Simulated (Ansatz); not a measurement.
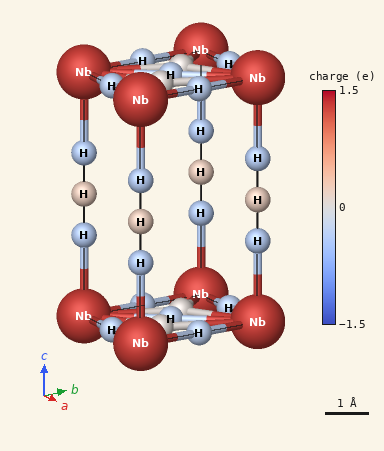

Structure drawing (ball-and-stick), viewed slightly off an axis. One simulation cell is outlined, and atoms on its boundary appear in each equivalent place. The atoms of this NbH$_{8}$ cell are coloured by their Bader charge.

Setup: DFT PBE, scalar-relativistic, plane waves, PAW in Ansatz; 420 eV cutoff, a 12×12×8 sampling of the Brillouin zone, Gaussian smearing of 0.1 eV, collinear spins. The state is ferromagnetic.

Q: Which element is the most positive, and which the most negative?

A: Most positive: Nb; most negative: H. Charges: about Nb +1.3 e; H -0.4 to +0.2 e.

The cell started as a random cell made by a generator, so it need not be a real form of the compound. Earlier steps of the study, as a rule a relaxation of our own, may have changed the cell and positions, so they can lie some per cent off the listed ones. It was run through Ansatz as a DFT input.
